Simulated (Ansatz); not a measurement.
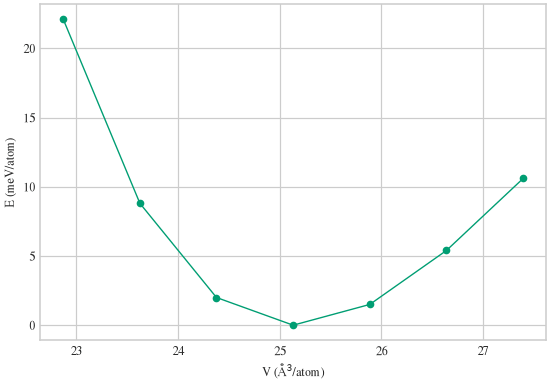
TiTeSe in space group P3m1 (No. 156; Ti on 1a, Te on 1c, Se on 1b) under volume change, r²SCAN+D4 in the plane-wave PAW code Ansatz, shape and atoms relaxed at each volume.

Question: What does a third-order Birch–Murnaghan fit give for V₀, B₀ and B′?

Answer: V₀ = 25.14 Å³/atom, B₀ = 23.9 GPa, B′ = 10.9.

The workflow started from a Materials Project entry (that database holds measured and hypothetical structures alike); the Crystallography Open Database copy checked does not list it. Its standing as an ambient phase is unchecked. The cell was relaxed with r²SCAN+D4 under the symmetry of its start; its stability against distortions is not shown here. No spin polarisation was allowed. Scalar-relativistic: spin–orbit coupling is off unless named, which matters more the heavier the elements.

Potentials: the later of the program's two PAW sets.
